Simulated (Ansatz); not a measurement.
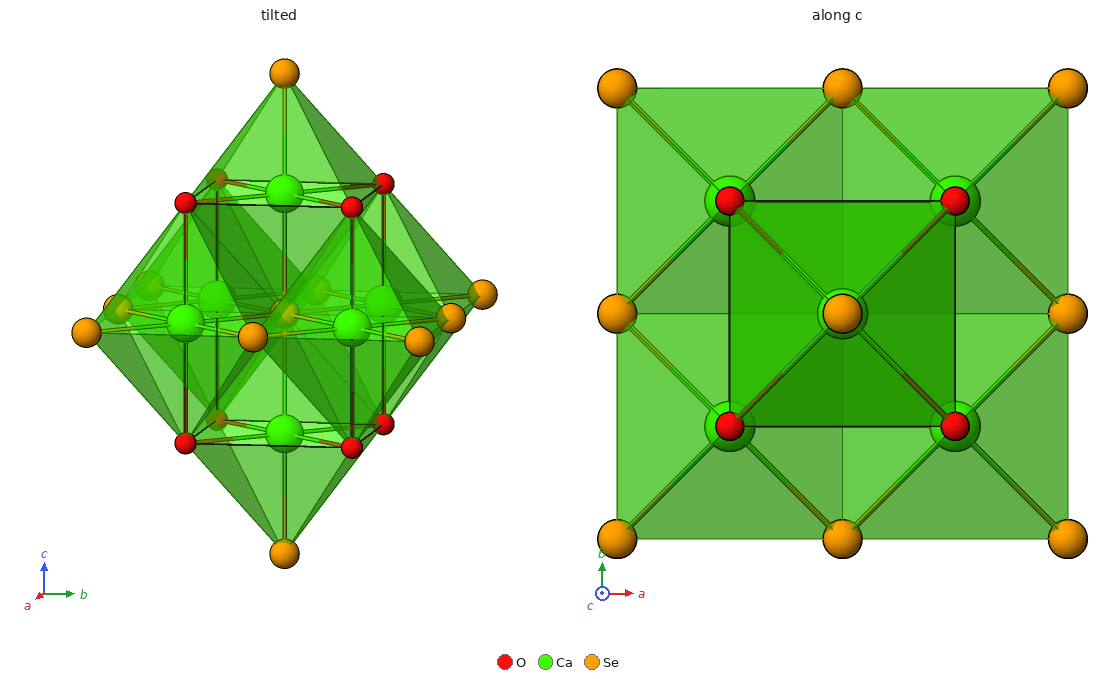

An orthographic polyhedral view of the structure, slightly off an axis and along the c axis. The conventional unit cell is drawn as a box. Some atoms of the next cells are drawn as well.

Ca₂SeO, space group P4/mmm (No. 123), a = 3.839 Å, b = 3.839 Å, c = 5.494 Å, α = 90.00°, β = 90.00°, γ = 90.00°. Provenance: a structure type filled with these elements by a generator (whether the compound takes this form wasn't checked). The cell was then strained or its atoms displaced on purpose. A calculation with Ansatz used it as input.

This one geometry was computed with Ansatz (DFT, plane waves, PAW) at three levels of theory: HSE06, r2SCAN and PBE. It was relaxed with r2SCAN and then strained.

### How does the band gap change with the level of theory?

PBE: a gap of 2.02 eV, direct; r2SCAN: a gap of 2.48 eV, direct; HSE06: a gap of 3.18 eV, direct.

### Collect the results in a table.

| level | cutoff (eV) | k-mesh of the run's cell | gap (eV) | pressure (GPa) |
| --- | --- | --- | --- | --- |
| HSE06 | 420 | 4×4×4 | 3.18 | 1.8 |
| r2SCAN | 500 | 6×6×6 | 2.48 | 1.6 |
| PBE | 420 | 6×6×6 | 2.02 | 2.6 |

Gaps are taken on the k-mesh or band path of each run.
